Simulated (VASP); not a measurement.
Band structure of TaAs (relaxed from the CrB structure, space group Cmcm). These are r2SCAN meta-GGA, VASP's PBE PAW potentials (set 64) (plane waves; VASP 6.6.1) values and carry that method's errors.

Unless said otherwise, spin-orbit coupling is left out, though it shifts the bands of the heavy elements here.

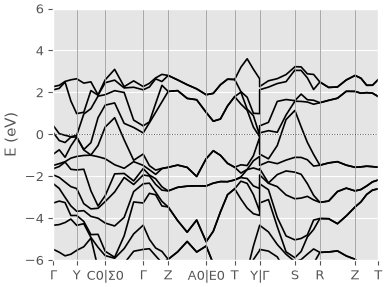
Figure: Bands along high-symmetry lines, zero at the valence-band maximum or, without a gap, the Fermi level

**Question.** Read the plot: is there a gap, and where are the band edges?

**Answer.** It has no gap at this level: it comes out as a metal or semimetal.

The structure was generated: TaAs was put into the CrB type (Cmcm), which need not be its known phase. It was relaxed first, which changed the volume by -32 %.
